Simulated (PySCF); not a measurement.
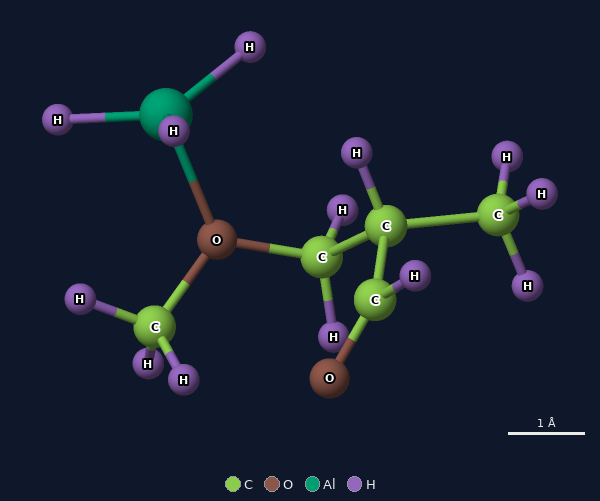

The structure as given in the input (ball-and-stick view, seen at a tilt). Sticks mark near contacts.

## NMR shielding calculation, with input and output: C5H13AlO2

The run: NMR shielding calculation of C5H13AlO2. Method and program: GIAO B3LYP/pcSseg-1 NMR shielding, non-relativistic, IEF-PCM acetonitrile (PySCF 2.14.0).

The geometry comes from this level: GFN2-xTB. Figures and captions count atoms from 1; the log counts them from 0 in places.

**The input**
```
{"job": {"xc": "B3LYP", "basis": "pcSseg-1", "solvent": "acetonitrile", "kind": "nmr", "pop": true}, "charge": 0, "multiplicity": 1}
C      2.175815     1.372381     0.307346
C      1.052725     0.332537     0.344755
C      1.628558    -1.040552     0.120308
O      1.359920    -1.768470    -0.794560
C     -0.058281     0.654101    -0.659313
O     -1.232548    -0.090192    -0.354181
C     -1.621027    -1.071456    -1.299358
Al    -2.029610    -0.109844     1.351391
H      1.783734     2.352269     0.564816
H      2.955751     1.114368     1.019243
H      2.613468     1.424067    -0.687830
H      0.592103     0.330599     1.342497
H      2.370257    -1.334453     0.886317
H      0.269803     0.429856    -1.678855
H     -0.313485     1.715000    -0.583429
H     -0.805737    -1.771021    -1.492469
H     -2.459686    -1.602461    -0.847313
H     -1.945094    -0.598627    -2.230831
H     -1.269017    -1.337948     1.998709
H     -1.552507     1.340060     1.770642
H     -3.524062    -0.323272     0.921641
```

The first line tells a small driver script what to run in PySCF; the rest is the geometry in Å.

Command:
```bash
OMP_NUM_THREADS=1 python <driver script> task.json out
```

**The program's output**
```
coarse grid: 17288 points
cycle   1  E = -590.9818581029  dE =  7.803e-01  |g| = 8.784e-01  |ddm| = 3.873e+00
cycle   2  E = -590.6292577471  dE =  3.526e-01  |g| = 1.625e+00  |ddm| = 1.963e+00
cycle   3  E = -591.1181242761  dE = -4.889e-01  |g| = 1.909e-01  |ddm| = 1.495e+00
cycle   4  E = -591.1247759929  dE = -6.652e-03  |g| = 7.972e-02  |ddm| = 1.851e-01
cycle   5  E = -591.1259624498  dE = -1.186e-03  |g| = 1.919e-02  |ddm| = 6.132e-02
cycle   6  E = -591.1260200916  dE = -5.764e-05  |g| = 6.790e-03  |ddm| = 1.613e-02
cycle   7  E = -591.1260291935  dE = -9.102e-06  |g| = 1.100e-03  |ddm| = 5.100e-03
final grid: 160184 points
cycle   8  E = -591.2059248870  dE = -4.774e-05  |g| = 8.399e-03  |ddm| = 2.795e-02
cycle   9  E = -591.2059047936  dE =  2.009e-05  |g| = 1.326e-02  |ddm| = 1.499e-02
cycle  10  E = -591.2059393378  dE = -3.454e-05  |g| = 2.235e-03  |ddm| = 9.834e-03
cycle  11  E = -591.2059402623  dE = -9.245e-07  |g| = 2.731e-04  |ddm| = 1.598e-03
cycle  12  E = -591.2059402705  dE = -8.187e-09  |g| = 1.752e-04  |ddm| = 2.831e-04
cycle  13  E = -591.2059402761  dE = -5.591e-09  |g| = 2.457e-05  |ddm| = 1.367e-04
cycle  14  E = -591.2059402762  dE = -1.064e-10  |g| = 8.260e-06  |ddm| = 2.273e-05
```

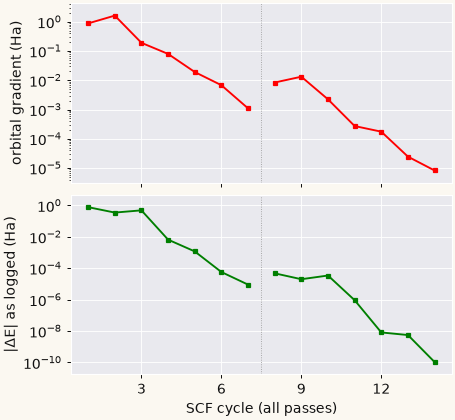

Convergence of the self-consistent field: orbital gradient and size of the energy change against the SCF cycle. The dotted line marks the change from a coarse to the final integration grid. The first 7 cycles use a coarse grid, the final grid takes over at cycle 8, and the field converges after 14 cycles in all.

```
converged SCF energy = -591.2059402762

GIAO shielding tensors (ppm)
atom      isotropic    diamagn.    paramagn.     s11        s22        s33       span
  0 C      171.067     245.156     -74.090    163.660    165.571    183.968     20.308
  1 C      126.795     255.614    -128.818    100.629    129.487    150.270     49.641
  2 C      -34.940     249.599    -284.539   -129.271    -61.909     86.360    215.631
  3 O     -302.143     406.071    -708.215   -871.627   -403.841    369.038   1240.665
  4 C      105.086     248.015    -142.929     67.394     81.476    166.387     98.993
  5 O      329.594     403.059     -73.465    275.703    338.622    374.456     98.753
  6 C      116.787     244.087    -127.299     80.377     90.138    179.847     99.471
  7 Al     419.397     796.670    -377.273    402.565    422.950    432.677     30.112
  8 H       30.509      29.537       0.972     26.108     28.865     36.554     10.446
  9 H       30.075      28.521       1.554     25.897     27.469     36.860     10.962
 10 H       31.147      29.449       1.698     26.317     29.650     37.473     11.156
 11 H       28.272      35.463      -7.191     23.116     28.801     32.899      9.783
 12 H       21.687      29.029      -7.342     19.257     20.455     25.348      6.091
 13 H       27.487      33.299      -5.812     24.225     27.613     30.623      6.398
 14 H       27.576      32.763      -5.187     22.788     27.803     32.138      9.349
 15 H       26.952      30.939      -3.987     21.759     27.000     32.097     10.339
 16 H       27.735      29.696      -1.961     23.109     26.435     33.662     10.553
 17 H       27.803      28.828      -1.025     24.100     24.920     34.389     10.289
 18 H       28.241      32.418      -4.176     25.098     27.676     31.949      6.851
 19 H       28.166      32.527      -4.361     24.725     27.885     31.888      7.164
 20 H       28.258      31.567      -3.309     24.783     27.111     32.880      8.096
```

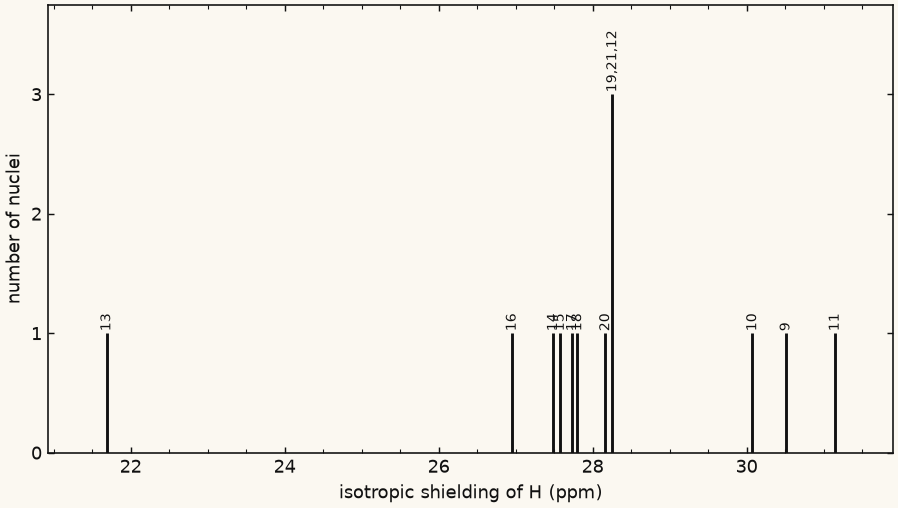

Isotropic shieldings of the hydrogen nuclei in this fixed geometry, labelled by atom number; shielding grows to the right, so chemical shift grows to the left. The least shielded is H13 (21.7 ppm), the most shielded H11 (31.1 ppm).

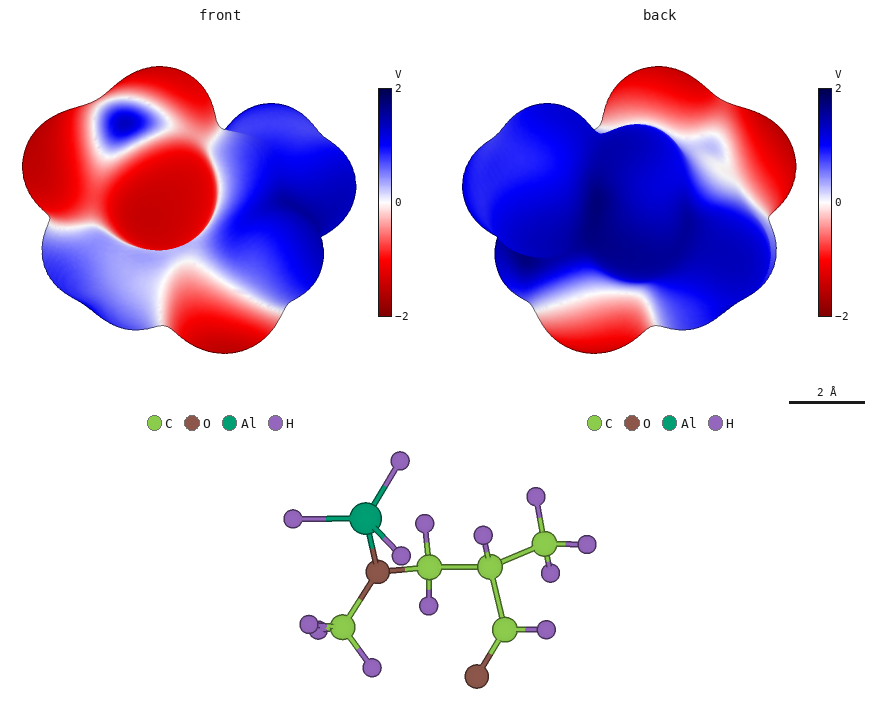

The electrostatic potential painted on the density surface at 0.002 e/bohr³, seen at a tilt and from behind; the colour scale runs from red (negative) to blue (positive). The bare structure is drawn below in the same view. Its dipole moment is 5.41 D.

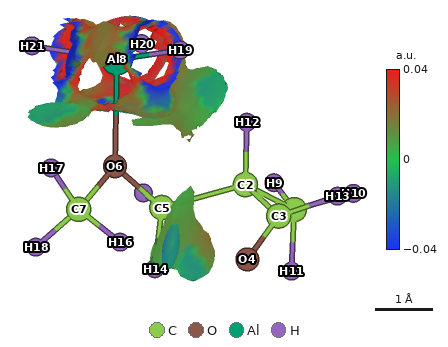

Non-covalent interaction (NCI) plot: the surface where the reduced density gradient is 0.6, for densities under 0.05 a.u., coloured by sign(λ₂)ρ; seen at a tilt.

**Results in brief**

```csv
quantity,value
outcome,converged
total energy,−591.205940 hartree
HOMO,−7.40 eV
LUMO,−1.08 eV
dipole moment,5.41 D
"isotropic shielding, C",−34.9 to 171.1 ppm
"isotropic shielding, O",−302.1 to 329.6 ppm
"isotropic shielding, Al",419.4 ppm
"isotropic shielding, H",21.7 to 31.1 ppm
hardware,"1 CPU thread, shared host"
wall time,46 s
peak memory,1.1 GiB
```
